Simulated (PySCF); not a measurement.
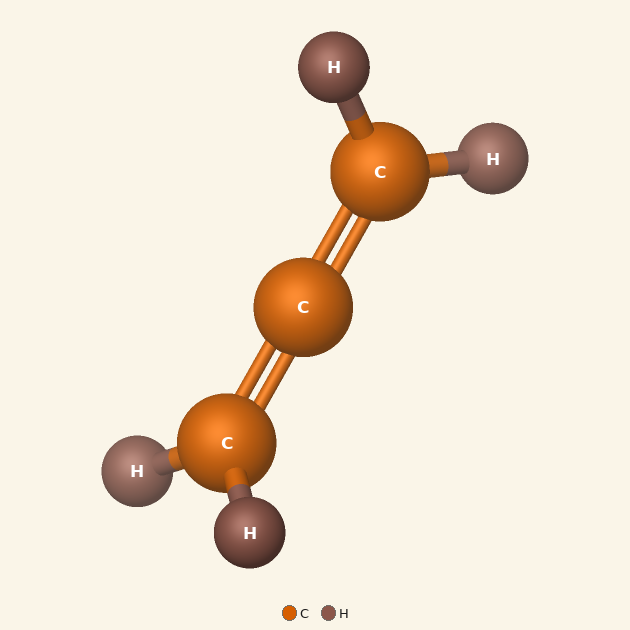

Rendered structure (ball-and-stick style). Double and triple bonds are drawn as two and three sticks.

The computed structure is the end point of a PBE0-D3(BJ)/def2-SVP optimisation. No frequency run is at hand to confirm it as a minimum.

Question: Give the formula.

Answer: C₃H₄, 7 atoms: 3 carbon and 4 hydrogen.

Question: How many sets of symmetry-equivalent atoms are there?

Answer: 3: 2 C, 1 C, 4 H.

Question: Describe its rings.

Answer: It has no ring.

Question: Give a SMILES string for it.

Answer: C=C=C

The parts below concern this one geometry. Atoms keep their numbers from picture to picture.

**Shape**

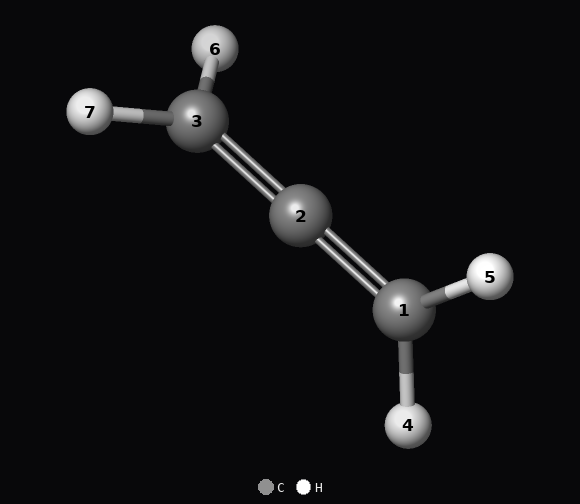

Numbered structure. No frequency run is at hand to confirm it as a minimum.

Estimate the angles C1–C2–C3, C2–C1–H4, H4–C1–H5.

```csv
angle,degrees
C1–C2–C3,180.0
C2–C1–H4,121.2
H4–C1–H5,117.6
```

**NMR shielding**

The questions are on isotropic NMR shieldings of the C atoms. No frequency run is at hand to confirm it as a minimum. Properties computed with GIAO WP04/pcSseg-2 NMR shielding, non-relativistic, gas phase (PySCF 2.14.0).

List the isotropic NMR shieldings of the C atoms.

```csv
atom,σ (ppm)
C1,91.5
C2,−62.7
C3,91.5
```

**Levels of theory compared**

No frequency run is at hand to confirm it as a minimum. Program: PySCF 2.14.0.

Tabulate HOMO–LUMO gap (eV) at these levels: B97-2/pcSseg-2; BHandHLYP/pcSseg-2; CAM-B3LYP/pcSseg-2; LC-wPBE/pcSseg-2; PBE0/6-311+G(2d,p); PBE0/6-31G; PBE0/6-31G*; PBE0/STO-3G; PBE0/def2-SVP; PBE0/def2-TZVP; WP04/pcSseg-2; ωB97X-D/pcSseg-2.

```csv
level,HOMO–LUMO gap (eV)
B97-2/pcSseg-2,7.59
BHandHLYP/pcSseg-2,9.96
CAM-B3LYP/pcSseg-2,10.35
LC-wPBE/pcSseg-2,12.93
"PBE0/6-311+G(2d,p)",7.83
PBE0/6-31G,8.25
PBE0/6-31G*,8.18
PBE0/STO-3G,9.47
PBE0/def2-SVP,8.10
PBE0/def2-TZVP,7.96
WP04/pcSseg-2,6.88
ωB97X-D/pcSseg-2,11.57
```

**Bond orders**

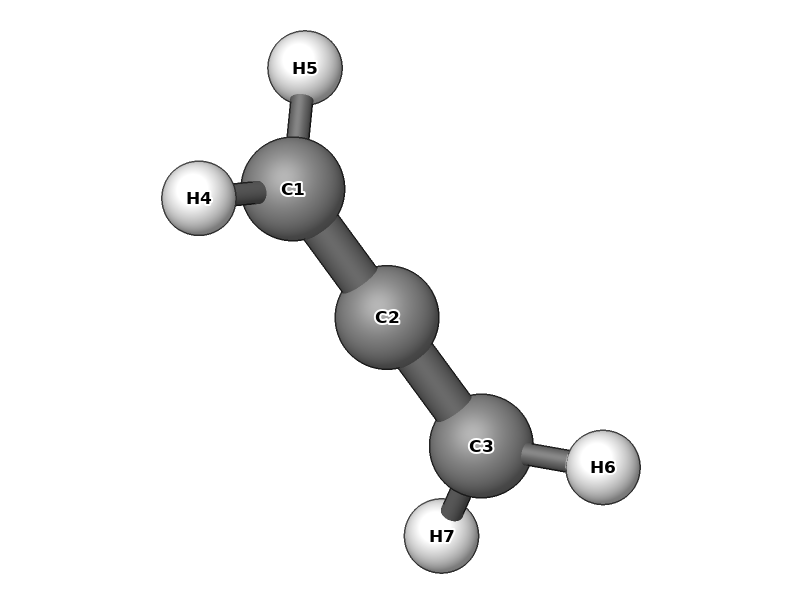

The thickness of each stick grows with its Mayer bond order. No frequency run is at hand to confirm it as a minimum. Level of theory: PBE0/6-31G* (PySCF 2.14.0).

List the Mayer bond orders of C1–C2, C1–H4 (one bond of each equivalent set).

```json
{"bond": "C1–C2", "Mayer order": "1.96", "length (Å)": "1.308"}
{"bond": "C1–H4", "Mayer order": "0.90", "length (Å)": "1.095"}
```

**Charges**

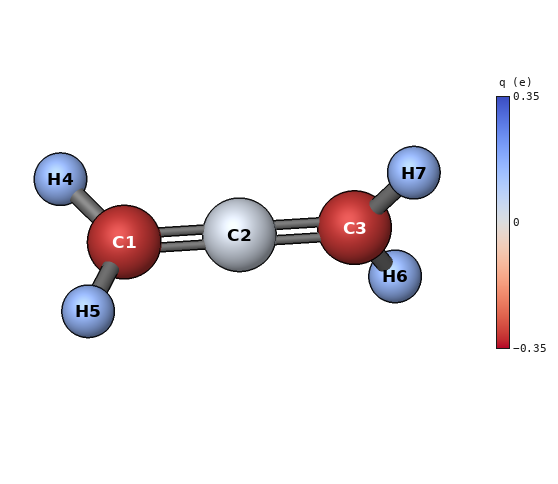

Atoms are coloured by their IAO charges. No frequency run is at hand to confirm it as a minimum. Level of theory: PBE0/STO-3G, gas phase (PySCF 2.14.0).

List the IAO charges.

| atom | value (e) |
| --- | --- |
| C1 | −0.31 |
| C2 | 0.03 |
| C3 | −0.31 |
| H4 | 0.15 |
| H5 | 0.15 |
| H6 | 0.15 |
| H7 | 0.15 |
